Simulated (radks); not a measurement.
The calculation used the in-house radial solver radks at this level: Dirac Kohn-Sham, BLYP, spin-unpolarised, spherical densities, point nucleus. The occupation of the 4s shell is varied from Br⁺ ([Ar] 3d10 4s1 4p5 (open shells shared over both j by 2j + 1)) to Br ([Ar] 3d10 4s2 4p5 (open shells shared over both j by 2j + 1)), with spherical fractional occupations. Wanted, and plotted below: the total energy less the straight line between the end points, and the eigenvalue of 4s (the dashed line is minus the energy to take the whole electron out).

The curve is convex (below the straight line), with the largest deviation among the points computed, −1.39 eV, at 0.5. The end points differ by 25.4 eV, the energy to take the electron out. The eigenvalue, which is the slope of the energy (Janak's theorem), moves from −31.1 eV at 0 to −20.0 eV at 1; for a straight line it would stay constant, and a parabola would sag by an eighth of this change, scaled to a whole electron, 1.38 eV. Convexity is the delocalisation error: fractional charges are too low in energy. The shell lies under occupied ones, so the straight line is a guide here rather than an exact condition.

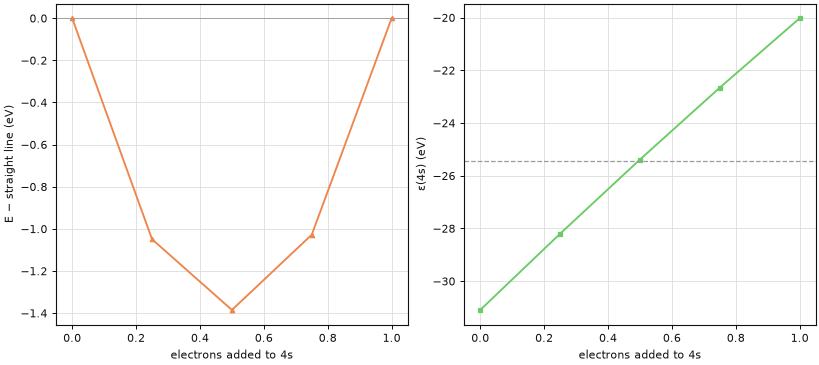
